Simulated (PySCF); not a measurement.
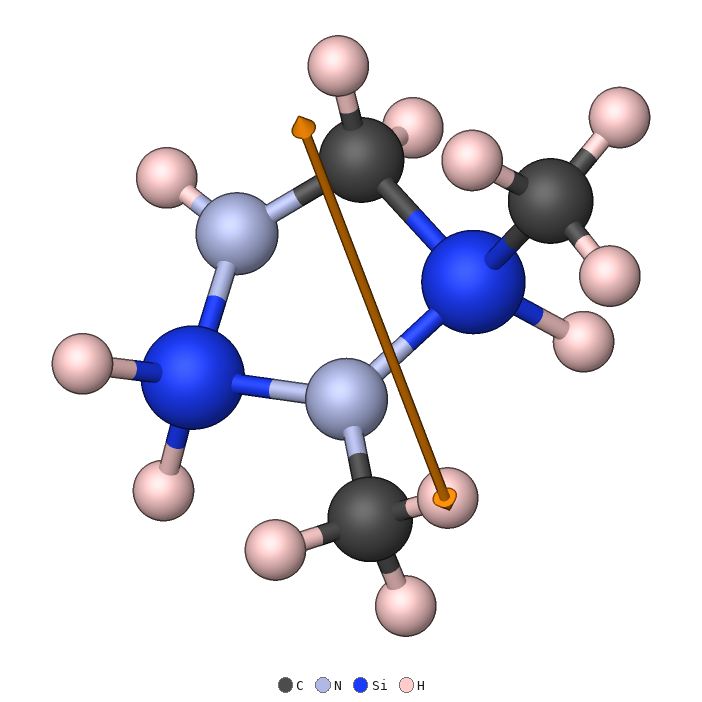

The double arrow shows the direction of the transition dipole to excited singlet state 4 (its length means nothing). The geometry was computed by an optimisation with GFN2-xTB. No frequency run is at hand to confirm it as a minimum. Properties computed with TDDFT CAM-B3LYP/def2-SVPD, vertical, gas phase, core orbitals frozen in the response (PySCF 2.14.0).

> Where does the transition lie, and how strong is it?

6.46 eV (192 nm), oscillator strength 0.020, of mixed character, with the largest part HOMO−1 → LUMO+1 (weight 0.47); transition dipole 0.90 D.

The geometry is semi-empirical. Around Si such bond lengths and angles can be off by a tenth of an ångström or more and by several degrees, and values that hang on the shape move with them.
